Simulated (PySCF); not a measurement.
SMILES F[SiH](F)CC[Si](F)(F)F (C2H5F5Si2) at its PBE0/def2-SVP optimised geometry (Å):

```
14

Si    -1.2370     0.5578     2.8225
F     -1.4627     1.8435     3.7769
F     -2.7012     0.0461     2.3618
C     -0.3424     1.1546     1.2941
C     -0.6071     0.3687     0.0000
Si     0.0867    -1.3355     0.0000
F      1.6913    -1.3355     0.0000
F     -0.3686    -2.1134     1.3336
F     -0.3904    -2.2016    -1.2595
H     -0.5932    -0.4915     3.6377
H      0.7379     1.2108     1.5155
H     -0.6701     2.2016     1.1690
H     -1.6913     0.2812    -0.1847
H     -0.1890     0.8983    -0.8731
```

Calculation: PBE0/def2-TZVP (PySCF). Cells within 0.4 Å of a nucleus heavier than hydrogen are left out (blank, or x).

Map of the log10 of the electron density (e/bohr³), floored at −4 on the plane z = 1.2 Å:

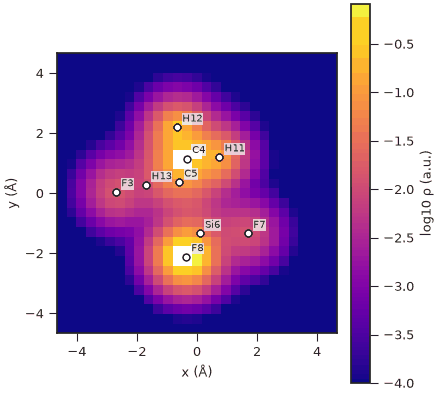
Fig. 1. Log10 of the electron density (e/bohr³), floored at −4 on the plane z = 1.2 Å.
